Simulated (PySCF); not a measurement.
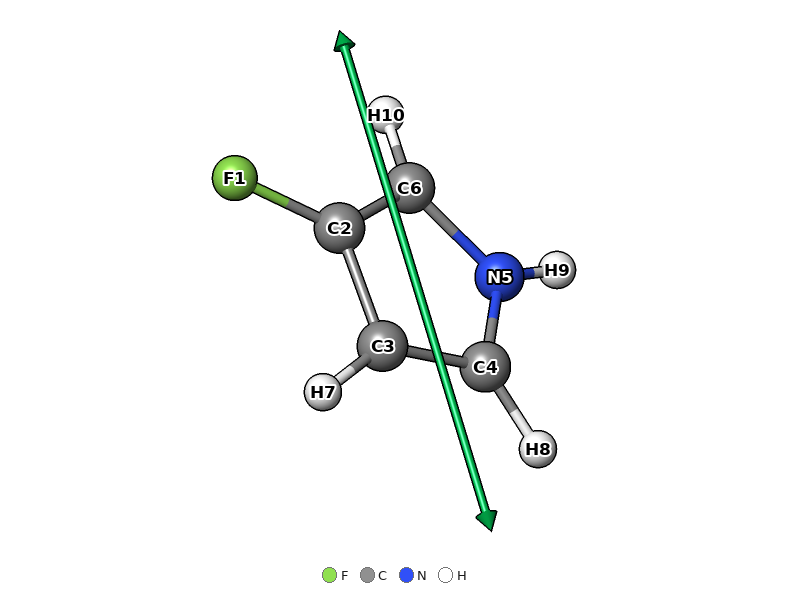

The double arrow shows the direction of the transition dipole to excited singlet state 2 (its length means nothing). Geometry: a frame of a GFN2-xTB molecular-dynamics simulation, not a minimum. Method: TDDFT PBE0/def2-SVPD, vertical, gas phase, core orbitals frozen in the response (PySCF 2.14.0).

How is the transition polarised?

Nearly parallel to the C2–C3 bond.

Give its energy, strength and character.

6.41 eV (194 nm), oscillator strength 0.081, of mixed character, with the largest part HOMO → LUMO (weight 0.43); transition dipole 1.83 D.
